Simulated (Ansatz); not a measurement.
# CH4Si: the cost of one run

Method: PBE0-D4/def2-TZVP structures, single points in def2-TZVPP, no counterpoise correction; program: Ansatz 0.2.0, Gaussian basis.

Levels: SPW92, PBE-D4, BLYP-D4, r2SCAN-D4, B97M-V, PBE0-D4, B3LYP-D4, r2SCAN0-D4, BHLYP-D4, CAM-B3LYP-D4, wB97X-V, wB97M-V, B2PLYP, PBE-QIDH, RPA on PBE, Hartree-Fock, MP2, CCSD, CCSD(T).

Correlated methods freeze the cores. B3LYP uses VWN-RPA correlation. B2PLYP carries no dispersion term here.

56 further runs of the same task are left out: 56 set aside as unsound or not needed.

## 1. Where the work starts

The complex: 8 atoms, charge 0, spin multiplicity 1.

Atoms are counted from 1 here; the program's logs count them from 0.

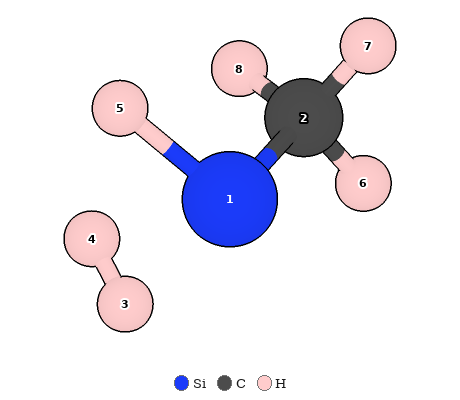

As it starts; silicon blue, carbon dark grey, hydrogen pink; atoms are numbered from 1 in the order of the file.

Geometry (Å):

```
Si   -1.1058   -0.1069    0.3518
C     0.6434    0.6684    0.3401
H    -0.6294   -1.7961    0.0057
H    -0.3803   -1.4863   -0.6990
H    -1.4677    0.0935   -1.1123
H     1.2350    0.3228    1.1909
H     0.4781    1.7417    0.4970
H     1.2267    0.5629   -0.5742
```

Its parts: CH₄Si holds atoms 1, 2, 5, 6, 7, 8; H₂ holds atoms 3, 4. Each part counts its atoms afresh in its own runs.

## 2. Relaxing CH₄Si alone

File relax-a/in.yaml:

```yaml
crystal:
  periodic: [false, false, false]
  atoms:
    - {symbol: Si, position_ang: [-1.105814, -0.106892, 0.351825]}
    - {symbol: C, position_ang: [0.643364, 0.668397, 0.340087]}
    - {symbol: H, position_ang: [-1.467749, 0.093542, -1.112317]}
    - {symbol: H, position_ang: [1.235031, 0.322813, 1.190935]}
    - {symbol: H, position_ang: [0.478088, 1.741692, 0.496985]}
    - {symbol: H, position_ang: [1.226732, 0.562907, -0.574239]}
basis:
  gaussian: {orbitals: def2-TZVP}
hamiltonian: {xc: pbe0, dispersion: d4}
relax: {f_tol: 0.005, max_steps: 200}
```

The run is started by

```console
$ ansatz run in.yaml --threads 2 --pin off --events-out ev --progress --plain --max-ram 4352MiB
```

**Question.** How long does this run take on 2 threads of Arm Neoverse V1, shared host?

About 12 s.
